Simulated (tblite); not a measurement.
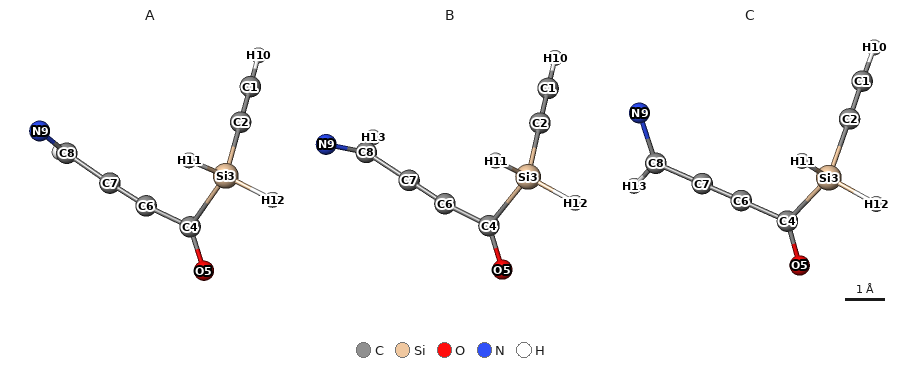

3 geometries from one relaxation of C$_{6}$H$_{4}$NOSi (multiplicity 2), in shuffled order. A ball-and-stick model, seen at a tilt.

Level of theory: GFN2-xTB geometry optimisation, gas phase (tblite 0.8.0). 

Put them in the order of the run, from the start to the converged end.

C, A, B. They are steps 0, 88, 142, at +1.398 eV, +0.025 eV relative to the last. Over 142 geometry steps the energy falls by 1.398 eV. The largest move after the best rigid fit is that of H13, 1.64 Å. By element the largest moves are H 1.64 Å, N 0.95 Å, C 0.48 Å, O 0.20 Å, Si 0.14 Å. Near-neighbour distances that change, for instance: C8–N9 1.445 → 1.228 Å, Si3–C4 1.859 → 1.953 Å, Si3–H12 1.503 → 1.460 Å, Si3–H11 1.491 → 1.463 Å. Among the angles between lasting bonds that change: H11–Si3–H12 104.6° → 115.5°, C2–Si3–C4 114.3° → 104.5°, C7–C8–H13 119.7° → 111.3°. The run took 1.1 s on 1 thread of Arm Neoverse V1, with other jobs on the host.
